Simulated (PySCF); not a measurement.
Spin–spin coupling calculation, with input and output: CH6AsGeN

- system: CH6AsGeN
- method: BLYP/def2-TZVPP indirect spin-spin coupling, non-relativistic, IEF-PCM tetrahydrofuran (PySCF 2.14.0)

The geometry comes from this level: GFN2-xTB. It belongs to a series of runs on one base structure; here: solvent tetrahydrofuran; BLYP/def2-TZVPP; aux def2-qzvpp-jkfit. Figures and captions count atoms from 1; the log counts them from 0 in places.

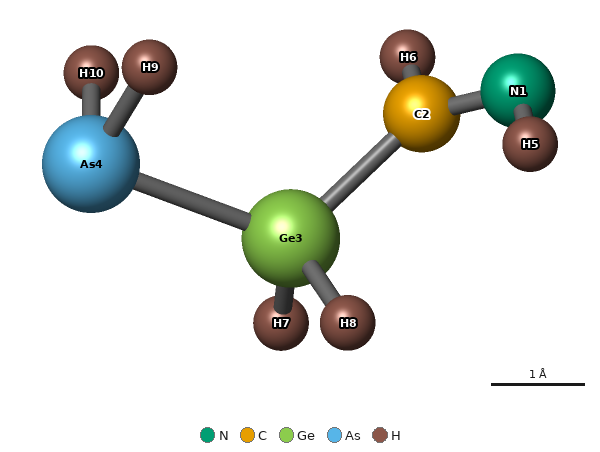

*The input geometry (ball-and-stick view, seen on its broad side; atoms are numbered from 1 in the order of the input). Sticks mark near contacts.*

Bond lengths as drawn: As–Ge 2.40 Å, As–H 1.50 Å, C–Ge 2.00 Å, C–H 1.09 Å, C–N 1.25 Å, Ge–H 1.52 to 1.53 Å and H–N 1.02 Å.

Input
```
{"job": {"kind": "j", "xc": "BLYP", "basis": "def2-TZVPP", "solvent": "tetrahydrofuran", "scf": {"aux": "def2-qzvpp-jkfit"}}, "charge": 0, "multiplicity": 1}
N     -1.793607     1.496867    -0.114912
C     -1.187893     0.550894     0.434882
Ge     0.021599    -0.789922    -0.418052
As     2.355821    -0.696735     0.117114
H     -1.651727     1.570075    -1.123850
H     -1.328572     0.465835     1.511694
H     -0.553801    -2.163451    -0.102958
H     -0.224687    -0.655053    -1.917780
H      2.341458     0.802482     0.011796
H      2.030293    -0.576337     1.579539
```

The first line tells a small driver script what to run in PySCF; the rest is the geometry in Å.

Run on 1 CPU thread, shared host.

Command:
```bash
OMP_NUM_THREADS=1 python <driver script> task.json out
```

Output
```
final grid: 80544 points
cycle   1  E = -4409.3194868256  dE = -1.050e+00  |g| = 1.087e+00  |ddm| = 2.642e+00
cycle   2  E = -4409.0853528610  dE =  2.341e-01  |g| = 1.609e+00  |ddm| = 1.801e+00
cycle   3  E = -4409.3818505058  dE = -2.965e-01  |g| = 4.367e-01  |ddm| = 1.546e+00
cycle   4  E = -4409.4230958880  dE = -4.125e-02  |g| = 8.027e-02  |ddm| = 2.992e-01
cycle   5  E = -4409.4240672141  dE = -9.713e-04  |g| = 4.011e-02  |ddm| = 9.624e-02
cycle   6  E = -4409.4244490660  dE = -3.819e-04  |g| = 9.341e-03  |ddm| = 3.506e-02
cycle   7  E = -4409.4244675169  dE = -1.845e-05  |g| = 1.896e-03  |ddm| = 1.015e-02
cycle   8  E = -4409.4244683576  dE = -8.407e-07  |g| = 4.019e-04  |ddm| = 2.441e-03
cycle   9  E = -4409.4244683913  dE = -3.369e-08  |g| = 1.348e-04  |ddm| = 5.429e-04
cycle  10  E = -4409.4244683958  dE = -4.533e-09  |g| = 3.850e-05  |ddm| = 1.854e-04
cycle  11  E = -4409.4244683962  dE = -4.193e-10  |g| = 7.618e-06  |ddm| = 4.600e-05
converged SCF energy = -4409.4244683962

Indirect spin-spin couplings (Hz)
  i      j    bonds     total        FC       PSO       DSO        SD
  0 N    1 C    1      0.809    -6.532     8.344    -0.065    -0.937
  0 N    4 H    1    -47.839   -46.686    -0.802    -0.278    -0.073
  0 N    5 H    2    -12.122   -13.572     1.441     0.172    -0.163
  0 N    6 H    3      0.340     0.218    -0.080     0.218    -0.017
  0 N    7 H    3     -1.772    -1.837     0.034     0.003     0.028
  1 C    4 H    2     -7.205    -4.233    -2.447    -0.524         -
  1 C    5 H    1    168.147   167.446    -0.484     1.185         -
  1 C    6 H    2      7.876     8.260    -0.037    -0.347         -
  1 C    7 H    2      6.762     7.184    -0.076    -0.347         -
  1 C    8 H    3      2.156     2.004    -0.078     0.230         -
  1 C    9 H    3      2.213     2.131    -0.133     0.215         -
  4 H    5 H    3     24.847    25.930     2.794    -3.877         -
  4 H    6 H    4     -1.316    -0.026     0.760    -2.050         -
  4 H    7 H    4      1.896     0.667    -1.175     2.404         -
  4 H    8 H    5      0.850     0.385    -0.132     0.597         -
  4 H    9 H    5     -0.288     0.196     0.533    -1.017         -
  5 H    6 H    3     -1.104    -0.950     0.312    -0.465         -
  5 H    7 H    3      6.610     8.518     1.411    -3.319         -
  5 H    8 H    4      0.626     0.363     0.112     0.151         -
  5 H    9 H    4      1.035     0.083    -0.537     1.489         -
  6 H    7 H    2      2.294     4.318     0.844    -2.868         -
  6 H    8 H    3      9.692    12.712     1.121    -4.141         -
  6 H    9 H    3      0.355     0.763     0.228    -0.637         -
  7 H    8 H    3     -0.240     0.331     0.266    -0.838         -
  7 H    9 H    3      8.860    11.899     1.119    -4.157         -
  8 H    9 H    2    -10.044   -10.537     0.575    -0.082         -
```

Key numbers

```tsv
quantity	value
outcome	converged
total energy	−4409.424468 hartree
HOMO	−5.48 eV
LUMO	−1.71 eV
dipole moment	1.93 D
wall time	26 s
peak memory	0.86 GiB
```

Settings chosen away from the usual ones: solvent tetrahydrofuran; BLYP/def2-TZVPP; aux def2-qzvpp-jkfit. Spin–orbit coupling is left out, which matters for the heavy atoms.
